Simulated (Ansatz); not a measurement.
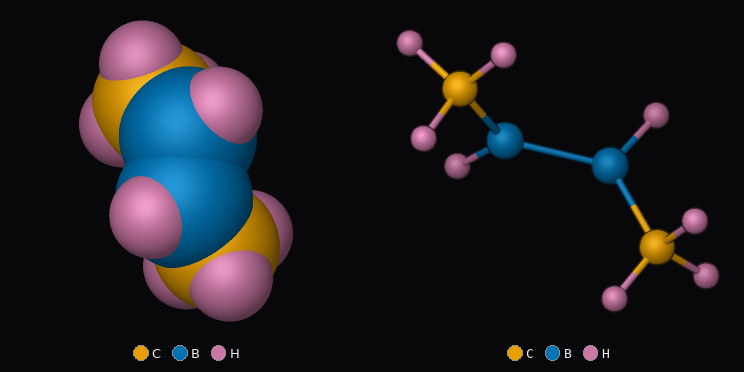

Two views of one molecule.

The geometry was computed by an optimisation with PBE0-D4/def2-TZVP.

Question: What is the molecular formula?

Answer: C2H8B2, 12 atoms: 2 carbon, 8 hydrogen and 2 boron.

Question: Name some functional groups or characteristic bonds that it holds.

Answer: Among them: B–H bond.

Question: Give the symmetry (Schoenflies symbol).

Answer: C2.

Question: Does it have rings?

Answer: It has no ring.

Question: How many bonds of each kind are drawn?

Answer: 6 C–H, 2 C–B, 2 B–H, 1 B–B.

The parts below concern this one geometry. Atoms keep their numbers from picture to picture.

**Vibrations**

Harmonic vibrations computed with RKS PBE0-D4/def2-TZVP (Ansatz 0.2.0) at a stationary point of the same level.

Question: How many vibrational modes are there, and where do they lie?

Answer: 30 modes: 76, 87, 126, 198, 237, 599, 641, 670, 752, 758, 916, 926, 1016, 1035, 1091, 1237, 1297, 1302, 1431, 1436, 1466, 1469, 2519, 2530, 3010, 3010, 3085, 3086, 3132, 3132 cm⁻¹.

**Levels of theory compared**

Program: Ansatz 0.2.0.

Compare dipole (D) at these levels: B3LYP-D4/def2-TZVPP; PBE-D4/def2-TZVPP; PBE0-D4/def2-TZVP; r2SCAN-D4/def2-TZVPP; ωB97M-V/def2-TZVPP.

| level | dipole (D) |
| --- | --- |
| B3LYP-D4/def2-TZVPP | 0.71 |
| PBE-D4/def2-TZVPP | 0.80 |
| PBE0-D4/def2-TZVP | 0.75 |
| r2SCAN-D4/def2-TZVPP | 0.78 |
| ωB97M-V/def2-TZVPP | 0.73 |

**Thermal motion**

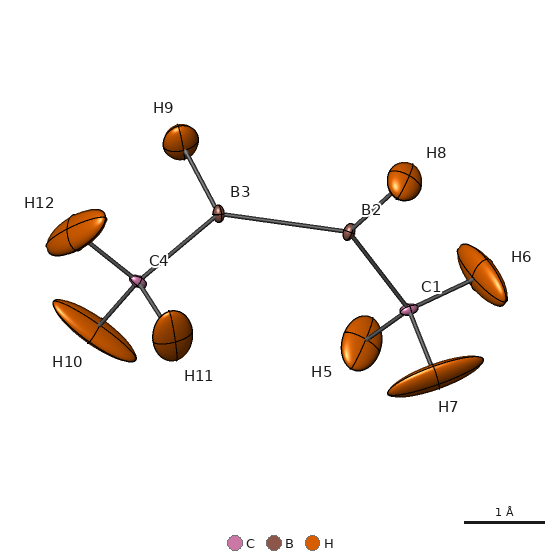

Displacement ellipsoids at the 50 % level, from the internal vibrations of the free molecule (harmonic, no overall translation or rotation; no half-axis is drawn under 0.075 Å). Vibrations computed with RKS PBE0-D4/def2-TZVP (Ansatz 0.2.0). Temperature: 100 K.

List U_eq and the three principal root-mean-square amplitudes for each kind of atom.

```csv
atom,U_eq (Å²),rms amplitudes (Å)
"C1, C4",0.0027,"0.030, 0.035, 0.078"
"B2, B3",0.0032,"0.038, 0.055, 0.071"
"H5, H11",0.0357,"0.078, 0.166, 0.271"
"H6, H12",0.0566,"0.097, 0.160, 0.367"
"H7, H10",0.0662,"0.079, 0.153, 0.411"
"H8, H9",0.0224,"0.095, 0.146, 0.193"
```
